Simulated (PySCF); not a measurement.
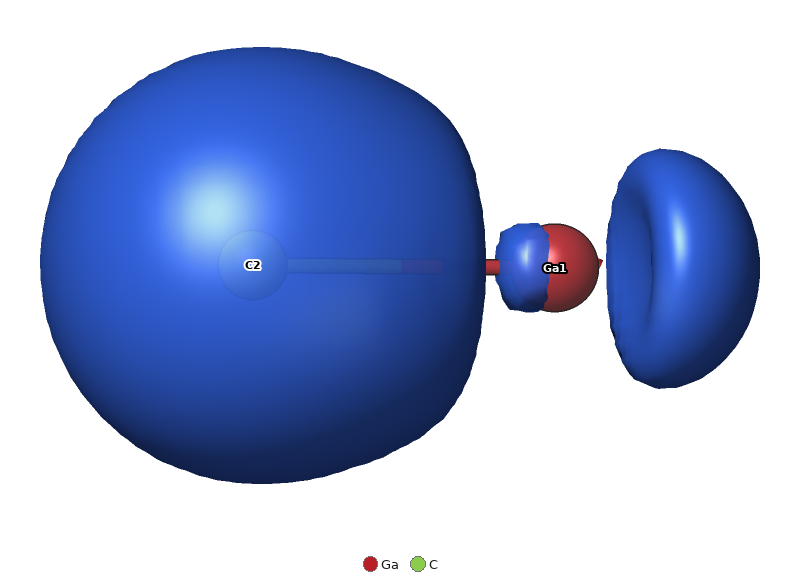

Figure 1: GaC (quartet). Isosurfaces of the spin density at +0.04 (blue) and −0.04 e/Å³ (red), seen from one side.

Theory: PySCF 2.14.0, PBE0/def2-SVP, non-relativistic Hamiltonian with scalar-relativistic core potentials where named, at a bond length of 2.004 Å.

> Which atoms carry the spin?

The unpaired spin (3 electrons) lies mostly on C2 (about 2.3) and Ga1 (about 0.7), in electrons by Hirshfeld's partition.
